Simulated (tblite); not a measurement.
**Geometry relaxation of C3H9GeN (part 1 of 2)**

C3H9GeN, computed with GFN2-xTB geometry optimisation, gas phase (tblite 0.8.0).

It belongs to a series of runs on one base structure; here: constitutional isomer.

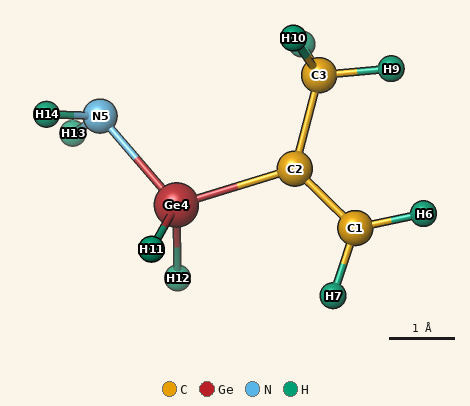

*The structure as given in the input (ball-and-stick view, seen at a tilt; atoms are numbered from 1 in the order of the input). Sticks mark near contacts.*

Bond lengths as drawn: C–C 1.32 to 1.49 Å, C–Ge 1.92 Å, C–H 1.08 to 1.12 Å, Ge–H 1.55 to 1.56 Å, Ge–N 1.86 Å and H–N 1.04 to 1.06 Å.

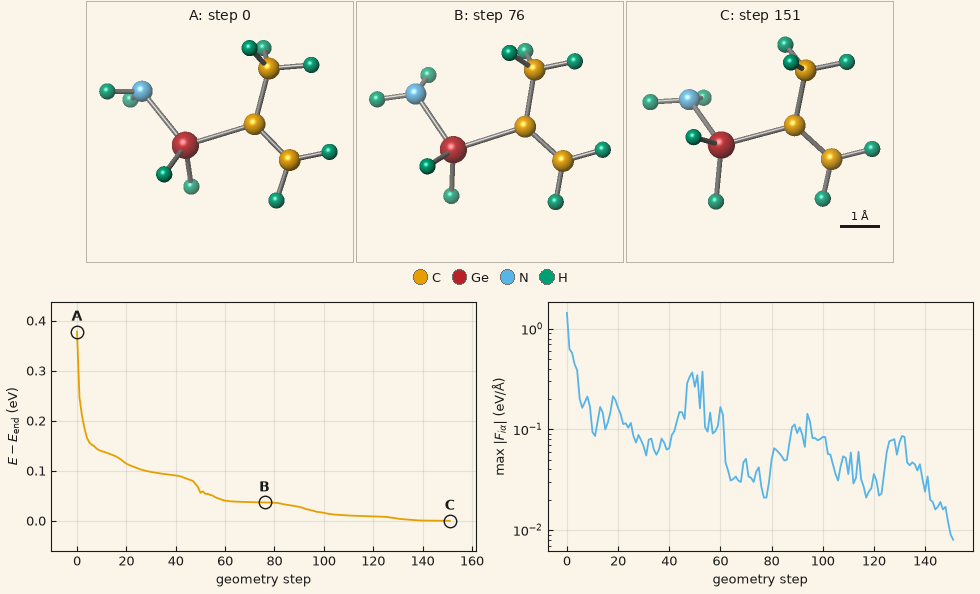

*Frames of the relaxation (ball-and-stick view, seen at a tilt) above the curves, on which the letters mark them (steps are counted from 0).*

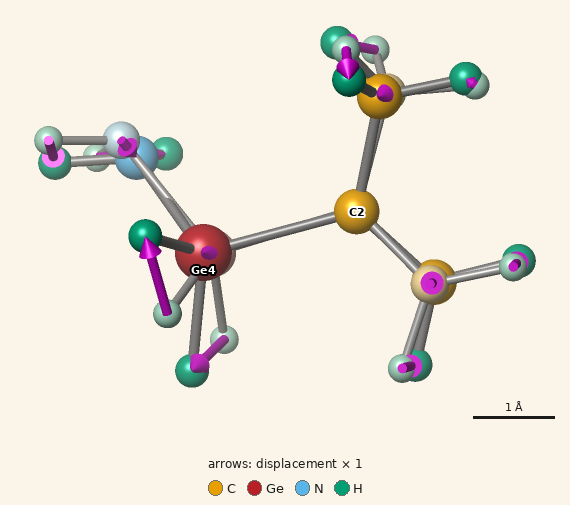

*Start (faint) and end (solid) with the displacements as pink arrows, at true length (ball-and-stick view, seen at a tilt). The two geometries are laid on each other by the best rigid fit.*

The atom that moves furthest after the best rigid fit is H12 (1.22 Å). Largest moves by element: H 1.22 Å, C 0.51 Å, Ge 0.39 Å, N 0.38 Å. Among the contacts that change: Ge4–H11 1.556 → 1.505 Å, N5–H13 1.059 → 1.011 Å, C2–Ge4 1.916 → 1.962 Å, Ge4–N5 1.855 → 1.820 Å. Among the angles that change: Ge4–N5–H13 105.6° → 116.1°, N5–Ge4–H11 111.4° → 103.4°, C2–Ge4–N5 114.1° → 106.9°. Over 151 geometry steps the energy falls by 0.378 eV. The largest force component goes from 1.4 to 0.008 eV/Å. (Atoms are counted from 1 in the order of the input.)

The input that produced these results follows, with the program's output.

### Input
```
{"job": {"kind": "relax", "xc": "GFN2-xTB", "basis": "xTB"}, "charge": 0, "multiplicity": 1}
C     -1.648300     1.131600     0.004500
C     -0.757800     0.203100     0.296600
C     -1.210900    -1.125800     0.792300
Ge     1.103700     0.610800     0.093000
N      2.229700    -0.840900     0.352800
H     -2.714900     0.991700     0.088000
H     -1.248000     2.092000    -0.349400
H     -0.901600    -1.953400     0.122600
H     -2.329500    -1.161300     0.804800
H     -0.914700    -1.320200     1.837300
H      1.422100     1.761900     1.090700
H      1.231300     1.221500    -1.325500
H      2.736200    -0.977400    -0.567200
H      3.002100    -0.634100     1.017500
```

The first line tells a small driver script what to run in tblite; the rest is the geometry in Å.

Command:
```bash
OMP_NUM_THREADS=1 python <driver script> task.json out
```

### Log
```
step      E/eV     max force
  0    -429.95557    1.810
  1    -430.08638    0.687
  2    -430.12304    0.662
  3    -430.14763    0.471
  4    -430.16727    0.401
  5    -430.17681    0.210
  6    -430.18140    0.197
  7    -430.18448    0.205
  8    -430.18934    0.233
  9    -430.19243    0.194
 10    -430.19425    0.115
 11    -430.19563    0.101
 12    -430.19729    0.135
 13    -430.19913    0.192
 14    -430.20105    0.178
 15    -430.20303    0.125
 16    -430.20530    0.133
 17    -430.20815    0.169
 18    -430.21174    0.247
 19    -430.21569    0.237
 20    -430.21916    0.195
 21    -430.22168    0.165
 22    -430.22361    0.142
 23    -430.22543    0.148
 24    -430.22733    0.131
 25    -430.22933    0.161
 26    -430.23111    0.113
 27    -430.23248    0.080
 28    -430.23362    0.089
 29    -430.23471    0.100
 30    -430.23568    0.086
 31    -430.23652    0.064
 32    -430.23732    0.082
 33    -430.23814    0.081
 34    -430.23892    0.083
 35    -430.23957    0.061
 36    -430.24015    0.066
 37    -430.24080    0.082
 38    -430.24147    0.075
 39    -430.24210    0.074
 40    -430.24267    0.073
 41    -430.24348    0.091
 42    -430.24469    0.115
 43    -430.24648    0.137
 44    -430.24823    0.149
 45    -430.24988    0.149
 46    -430.25172    0.134
 47    -430.25381    0.293
 48    -430.25969    0.392
 49    -430.26587    0.374
 50    -430.27743    0.347
 51    -430.27458    0.455
 52    -430.27951    0.228
 53    -430.27957    0.378
 54    -430.28173    0.138
 55    -430.28309    0.114
 56    -430.28631    0.169
 57    -430.28828    0.108
 58    -430.28990    0.117
 59    -430.29179    0.144
 60    -430.29317    0.244
 61    -430.29347    0.168
 62    -430.29434    0.051
 63    -430.29456    0.042
 64    -430.29501    0.040
 65    -430.29520    0.039
 66    -430.29538    0.040
 67    -430.29548    0.036
 68    -430.29561    0.037
 69    -430.29577    0.056
 70    -430.29599    0.057
 71    -430.29618    0.038
 72    -430.29631    0.036
 73    -430.29639    0.033
 74    -430.29650    0.041
 75    -430.29662    0.044
 76    -430.29673    0.029
 77    -430.29680    0.023
 78    -430.29686    0.025
 79    -430.29697    0.032
 80    -430.29719    0.054
 81    -430.29763    0.074
 82    -430.29841    0.079
 83    -430.29950    0.080
 84    -430.30056    0.062
 85    -430.30133    0.059
 86    -430.30200    0.056
 87    -430.30276    0.077
 88    -430.30353    0.107
 89    -430.30448    0.114
 90    -430.30562    0.097
 91    -430.30663    0.144
 92    -430.30844    0.118
 93    -430.31032    0.079
 94    -430.31111    0.190
 95    -430.31235    0.146
 96    -430.31357    0.083
 97    -430.31531    0.093
 98    -430.31588    0.092
 99    -430.31655    0.097
100    -430.31756    0.099
101    -430.31849    0.097
102    -430.31948    0.089
103    -430.32021    0.081
104    -430.32083    0.051
105    -430.32123    0.040
106    -430.32149    0.041
107    -430.32173    0.049
108    -430.32203    0.058
109    -430.32245    0.055
110    -430.32280    0.049
111    -430.32291    0.062
112    -430.32321    0.040
113    -430.32337    0.047
114    -430.32364    0.076
115    -430.32383    0.046
116    -430.32405    0.037
117    -430.32421    0.028
118    -430.32438    0.035
119    -430.32454    0.037
120    -430.32470    0.037
121    -430.32485    0.031
122    -430.32498    0.023
123    -430.32510    0.027
124    -430.32526    0.055
125    -430.32554    0.084
126    -430.32605    0.112
127    -430.32682    0.107
128    -430.32768    0.086
129    -430.32855    0.065
130    -430.32924    0.086
131    -430.32972    0.110
132    -430.33001    0.094
133    -430.33052    0.048
134    -430.33092    0.048
135    -430.33127    0.056
136    -430.33159    0.066
137    -430.33208    0.057
138    -430.33245    0.045
139    -430.33269    0.033
140    -430.33282    0.025
141    -430.33288    0.035
142    -430.33294    0.022
143    -430.33299    0.019
144    -430.33306    0.016
145    -430.33311    0.017
146    -430.33320    0.021
147    -430.33328    0.018
148    -430.33334    0.019
149    -430.33339    0.016
150    -430.33341    0.011
151    -430.33342    0.009
```

### Trajectory as extended XYZ (Å, eV, eV/Å), 34 of the 152 frames kept, from step=0 to step=151
```
14
Properties=species:S:1:pos:R:3:forces:R:3 step=0 energy=-429.95557
C    -1.6483    1.1316    0.0045    0.4270   0.8750  -0.3590
C    -0.7578    0.2031    0.2966   -0.7100  -0.8230   0.3580
C    -1.2109   -1.1258    0.7923   -1.2070  -0.7710   0.1290
Ge    1.1037    0.6108    0.0930    0.6900   0.7410   0.0130
N     2.2297   -0.8409    0.3528    1.4410   0.4560  -0.9950
H    -2.7149    0.9917    0.0880    0.0760   0.1190  -0.0200
H    -1.2480    2.0920   -0.3494   -0.5950  -0.3100   0.1150
H    -0.9016   -1.9534    0.1226    0.1960   0.4790   0.5420
H    -2.3295   -1.1613    0.8048    0.6680   0.0660  -0.0490
H    -0.9147   -1.3202    1.8373    0.2890   0.0220  -0.5920
H     1.4221    1.7619    1.0907    0.0620  -0.3640  -0.3320
H     1.2313    1.2215   -1.3255    0.1810  -0.1610   0.3820
H     2.7362   -0.9774   -0.5672   -0.7100  -0.1080   1.2700
H     3.0021   -0.6341    1.0175   -0.8100  -0.2210  -0.4630
14
Properties=species:S:1:pos:R:3:forces:R:3 step=5 energy=-430.17681
C    -1.6354    1.1393   -0.0015   -0.0290   0.0680  -0.0150
C    -0.7839    0.1748    0.3116    0.0020   0.1830  -0.0680
C    -1.2593   -1.1499    0.7990    0.0730   0.0570  -0.0280
Ge    1.1165    0.6425    0.0963   -0.2010  -0.0540  -0.0260
N     2.2556   -0.7645    0.3120    0.1660   0.0000  -0.0700
H    -2.7017    1.0154    0.0811   -0.1330   0.0140  -0.0050
H    -1.2899    2.1006   -0.3528   -0.0170  -0.0110  -0.0040
H    -0.8745   -1.9387    0.1582   -0.0020  -0.0870  -0.0380
H    -2.3479   -1.1727    0.8051    0.0300  -0.1340   0.0470
H    -0.8815   -1.3297    1.8019    0.0010  -0.0460   0.0940
H     1.4412    1.7373    1.0678    0.1240   0.0860   0.0900
H     1.2586    1.2102   -1.2906    0.0990   0.0600  -0.0500
H     2.7291   -1.0165   -0.5460   -0.0380  -0.1170   0.0280
H     2.9724   -0.6487    1.0157   -0.0760  -0.0180   0.0450
14
Properties=species:S:1:pos:R:3:forces:R:3 step=9 energy=-430.19243
C    -1.6527    1.1510   -0.0046   -0.0490  -0.0420   0.0110
C    -0.7986    0.1879    0.3072   -0.0370  -0.0480   0.0150
C    -1.2530   -1.1483    0.7985    0.0140  -0.0410   0.0180
Ge    1.1030    0.6460    0.0939    0.1690   0.0940  -0.0120
N     2.2692   -0.7409    0.2959   -0.0980  -0.0390   0.0500
H    -2.7207    1.0257    0.0777   -0.0620   0.0210  -0.0060
H    -1.3028    2.1090   -0.3576   -0.0340   0.0170  -0.0080
H    -0.8688   -1.9454    0.1610    0.0230   0.0700  -0.0250
H    -2.3421   -1.2020    0.8149    0.0510  -0.0280   0.0170
H    -0.8746   -1.3371    1.8043    0.0120   0.0640  -0.0300
H     1.4692    1.7412    1.0750    0.0100  -0.0710  -0.0320
H     1.2851    1.2206   -1.2909    0.0110   0.0480  -0.0070
H     2.7286   -1.0533   -0.5467    0.0030  -0.0270   0.0370
H     2.9575   -0.6548    1.0290   -0.0130  -0.0160  -0.0280
14
Properties=species:S:1:pos:R:3:forces:R:3 step=14 energy=-430.20105
C    -1.6737    1.1484   -0.0047    0.0250   0.0350  -0.0170
C    -0.8050    0.1956    0.3034   -0.0250   0.0190  -0.0180
C    -1.2413   -1.1478    0.7984    0.0180   0.0330  -0.0140
Ge    1.1156    0.6617    0.0832   -0.1470  -0.1000  -0.0030
N     2.2515   -0.7498    0.3003   -0.0010  -0.0390   0.0050
H    -2.7466    1.0347    0.0747    0.0780  -0.0710   0.0240
H    -1.3269    2.1084   -0.3591   -0.0380   0.0110  -0.0090
H    -0.8510   -1.9321    0.1502    0.0600   0.0200   0.0320
H    -2.3286   -1.2278    0.8258    0.0420   0.0470  -0.0230
H    -0.8593   -1.3221    1.8041    0.0710   0.0000  -0.0360
H     1.4939    1.7292    1.0777    0.0220   0.0180   0.0260
H     1.3053    1.2470   -1.2967    0.0100   0.0280   0.0070
H     2.7218   -1.0819   -0.5297   -0.0730  -0.0120   0.0010
H     2.9436   -0.6639    1.0301   -0.0420   0.0100   0.0240
14
Properties=species:S:1:pos:R:3:forces:R:3 step=18 energy=-430.21174
C    -1.6929    1.1512   -0.0095   -0.0340   0.0400  -0.0150
C    -0.8131    0.2101    0.2922    0.0140   0.0210  -0.0270
C    -1.2174   -1.1362    0.7936    0.0610  -0.0180   0.0010
Ge    1.0993    0.6586    0.0695    0.2140   0.1050   0.0640
N     2.2126   -0.7773    0.3142   -0.0580   0.0280  -0.0050
H    -2.7591    1.0203    0.0804   -0.0660  -0.0910   0.0430
H    -1.3733    2.1150   -0.3659    0.0500   0.1100  -0.0580
H    -0.8014   -1.9048    0.1438   -0.0010  -0.0400   0.0090
H    -2.3017   -1.2430    0.8317    0.0610   0.0200  -0.0120
H    -0.8095   -1.2974    1.7912    0.0120  -0.0060  -0.0020
H     1.5277    1.7083    1.0826   -0.0820  -0.0750  -0.0540
H     1.3313    1.2903   -1.2961   -0.0380  -0.0830   0.1000
H     2.6862   -1.1232   -0.5070   -0.0690  -0.0400  -0.0620
H     2.9106   -0.6724    1.0371   -0.0620   0.0300   0.0190
14
Properties=species:S:1:pos:R:3:forces:R:3 step=23 energy=-430.22543
C    -1.7177    1.1609   -0.0190    0.0460  -0.0360   0.0050
C    -0.8088    0.2407    0.2704   -0.0120  -0.0400   0.0210
C    -1.1711   -1.1174    0.7830    0.0130  -0.0020  -0.0040
Ge    1.1086    0.6718    0.0649   -0.0820  -0.0060   0.0210
N     2.1558   -0.8038    0.3260    0.0080   0.0380  -0.0220
H    -2.7791    0.9832    0.0962    0.0700   0.0230  -0.0180
H    -1.4260    2.1357   -0.3841   -0.0530  -0.0540   0.0100
H    -0.7414   -1.8831    0.1365   -0.0160   0.0260  -0.0020
H    -2.2516   -1.2556    0.8354    0.0690   0.0260  -0.0100
H    -0.7451   -1.2664    1.7762   -0.0090   0.0360  -0.0250
H     1.5493    1.6766    1.0892   -0.0090   0.0930   0.1150
H     1.3546    1.3194   -1.2742    0.0270  -0.0200  -0.0760
H     2.6177   -1.1828   -0.4888   -0.0590  -0.0280   0.0140
H     2.8541   -0.6798    1.0461    0.0080  -0.0550  -0.0280
14
Properties=species:S:1:pos:R:3:forces:R:3 step=27 energy=-430.23248
C    -1.7257    1.1568   -0.0238   -0.0340   0.0190  -0.0080
C    -0.7995    0.2548    0.2598   -0.0240  -0.0080  -0.0030
C    -1.1358   -1.1052    0.7747   -0.0220  -0.0340   0.0270
Ge    1.1077    0.6917    0.0687    0.0570   0.0550   0.0070
N     2.1174   -0.8052    0.3275    0.0090   0.0070   0.0340
H    -2.7802    0.9648    0.1017   -0.0460  -0.0540  -0.0050
H    -1.4718    2.1364   -0.3946    0.0620   0.0320  -0.0130
H    -0.7051   -1.8674    0.1275    0.0410   0.0030  -0.0110
H    -2.2097   -1.2599    0.8364   -0.0740   0.0150  -0.0020
H    -0.7040   -1.2375    1.7652    0.0410  -0.0200   0.0290
H     1.5550    1.6769    1.1211   -0.0330   0.0130  -0.0080
H     1.3759    1.3266   -1.2742    0.0240   0.0210  -0.0270
H     2.5546   -1.2318   -0.4760   -0.0620   0.0020  -0.0260
H     2.8206   -0.7014    1.0437    0.0600  -0.0520   0.0070
14
Properties=species:S:1:pos:R:3:forces:R:3 step=32 energy=-430.23732
C    -1.7298    1.1543   -0.0277    0.0120  -0.0130  -0.0060
C    -0.7951    0.2600    0.2568   -0.0250  -0.0180   0.0230
C    -1.1264   -1.1028    0.7755    0.0100   0.0180  -0.0040
Ge    1.1150    0.7100    0.0738   -0.0200  -0.0340   0.0180
N     2.1077   -0.7977    0.3360    0.0100   0.0040   0.0030
H    -2.7831    0.9444    0.0989    0.0300   0.0250  -0.0340
H    -1.4738    2.1351   -0.3994   -0.0260  -0.0180   0.0070
H    -0.6875   -1.8605    0.1250   -0.0350   0.0250   0.0320
H    -2.2046   -1.2544    0.8359    0.0790  -0.0180   0.0150
H    -0.6842   -1.2324    1.7646   -0.0430  -0.0110  -0.0390
H     1.5401    1.6916    1.1388    0.0010   0.0060  -0.0460
H     1.3897    1.3278   -1.2803    0.0230   0.0290   0.0450
H     2.5021   -1.2462   -0.4784   -0.0450   0.0080   0.0150
H     2.8292   -0.7297    1.0384    0.0280  -0.0030  -0.0280
14
Properties=species:S:1:pos:R:3:forces:R:3 step=37 energy=-430.24080
C    -1.7390    1.1510   -0.0359    0.0090   0.0100  -0.0070
C    -0.7951    0.2698    0.2551    0.0430   0.0280  -0.0150
C    -1.1055   -1.0943    0.7744   -0.0040  -0.0190   0.0040
Ge    1.1160    0.7202    0.0798   -0.0120  -0.0010  -0.0050
N     2.0875   -0.7968    0.3497   -0.0190  -0.0070   0.0260
H    -2.7891    0.9294    0.0856   -0.0180  -0.0010  -0.0130
H    -1.4987    2.1348   -0.4067    0.0080   0.0070  -0.0130
H    -0.6628   -1.8444    0.1229    0.0160  -0.0450  -0.0390
H    -2.1757   -1.2651    0.8443   -0.0810  -0.0090   0.0010
H    -0.6593   -1.2235    1.7582    0.0290   0.0030   0.0580
H     1.5399    1.6995    1.1398    0.0250   0.0280   0.0330
H     1.4201    1.3523   -1.2636   -0.0090  -0.0060   0.0380
H     2.4251   -1.2765   -0.4704   -0.0030  -0.0390  -0.0290
H     2.8361   -0.7568    1.0248    0.0170   0.0510  -0.0380
14
Properties=species:S:1:pos:R:3:forces:R:3 step=41 energy=-430.24348
C    -1.7341    1.1482   -0.0417   -0.0140  -0.0100  -0.0070
C    -0.7903    0.2689    0.2582   -0.0530  -0.0300   0.0110
C    -1.1034   -1.0989    0.7780   -0.0240   0.0240  -0.0080
Ge    1.1169    0.7232    0.0924    0.0250   0.0210   0.0420
N     2.0836   -0.7986    0.3586   -0.0080  -0.0040  -0.0030
H    -2.7860    0.9253    0.0687    0.0100  -0.0100  -0.0040
H    -1.4968    2.1336   -0.4123    0.0300  -0.0180  -0.0050
H    -0.6639   -1.8491    0.1180   -0.0240   0.0320   0.0800
H    -2.1783   -1.2655    0.8473    0.0470   0.0030  -0.0040
H    -0.6575   -1.2250    1.7666   -0.0160  -0.0160  -0.0880
H     1.5355    1.7183    1.1430    0.0250  -0.0290   0.0360
H     1.4278    1.3575   -1.2440   -0.0110   0.0120  -0.0310
H     2.3838   -1.2851   -0.4738   -0.0050  -0.0250   0.0260
H     2.8621   -0.7533    0.9990    0.0160   0.0500  -0.0460
14
Properties=species:S:1:pos:R:3:forces:R:3 step=46 energy=-430.25172
C    -1.7330    1.1384   -0.0636    0.0160   0.0110  -0.0110
C    -0.7920    0.2674    0.2657    0.0620   0.0690  -0.0200
C    -1.1035   -1.0982    0.7819    0.0310  -0.0050   0.0030
Ge    1.1215    0.7390    0.1348   -0.0700  -0.0330  -0.0940
N     2.0657   -0.8075    0.3849    0.0480   0.0950   0.0010
H    -2.7852    0.9099    0.0203   -0.0180  -0.0100  -0.0060
H    -1.4872    2.1220   -0.4328    0.0040  -0.0050  -0.0050
H    -0.6639   -1.8501    0.1315    0.0210  -0.0450  -0.0960
H    -2.1732   -1.2741    0.8570   -0.0540   0.0290   0.0040
H    -0.6452   -1.2307    1.7583    0.0050   0.0090   0.1160
H     1.5545    1.7415    1.1775    0.0050  -0.1270   0.0440
H     1.4461    1.3883   -1.1995   -0.0420  -0.0010   0.0070
H     2.2647   -1.3349   -0.4561   -0.0510   0.0150   0.0720
H     2.9299   -0.7115    0.8980    0.0410  -0.0020  -0.0150
14
Properties=species:S:1:pos:R:3:forces:R:3 step=50 energy=-430.27743
C    -1.7321    1.1189   -0.1088    0.0330   0.0280   0.0250
C    -0.7877    0.2739    0.2754   -0.0190  -0.0710  -0.0750
C    -1.0868   -1.0981    0.7892   -0.0640   0.0170   0.0440
Ge    1.1128    0.7647    0.1750    0.1030   0.0100  -0.0120
N     2.0662   -0.7643    0.4293    0.2650  -0.1320  -0.1810
H    -2.7863    0.8810   -0.0629    0.0560  -0.0060  -0.0040
H    -1.4742    2.0997   -0.4775   -0.0610   0.0080  -0.0190
H    -0.6582   -1.8525    0.1258   -0.0300   0.0820   0.0510
H    -2.1606   -1.2664    0.8728    0.0490  -0.0050  -0.0080
H    -0.6255   -1.2258    1.7686   -0.0100  -0.0270  -0.0280
H     1.6069    1.6624    1.2795   -0.0820   0.0210  -0.0100
H     1.4444    1.4504   -1.1436   -0.0570   0.0480   0.0570
H     2.0400   -1.4239   -0.3453    0.0220   0.1110   0.2420
H     3.0405   -0.6203    0.6803   -0.2040  -0.0820  -0.0820
14
Properties=species:S:1:pos:R:3:forces:R:3 step=55 energy=-430.28309
C    -1.7265    1.1188   -0.1081    0.0120   0.0140  -0.0060
C    -0.7847    0.2695    0.2721    0.0120  -0.0080  -0.0200
C    -1.0915   -1.0976    0.7922   -0.0130   0.0100   0.0030
Ge    1.1172    0.7639    0.1745    0.0280  -0.0170   0.0240
N     2.0789   -0.7575    0.4238    0.0150  -0.0750  -0.0850
H    -2.7798    0.8810   -0.0659    0.0160  -0.0170   0.0160
H    -1.4733    2.0990   -0.4793   -0.0200   0.0210  -0.0260
H    -0.6645   -1.8503    0.1287   -0.0110   0.0130   0.0170
H    -2.1642   -1.2633    0.8723   -0.0040  -0.0020   0.0050
H    -0.6309   -1.2307    1.7704   -0.0060  -0.0020  -0.0040
H     1.5965    1.6617    1.2820   -0.0570   0.0360   0.0060
H     1.4369    1.4521   -1.1396   -0.0330   0.0790   0.0040
H     2.0370   -1.4230   -0.3383    0.0340  -0.0160   0.0950
H     3.0482   -0.6241    0.6731    0.0260  -0.0350  -0.0290
```
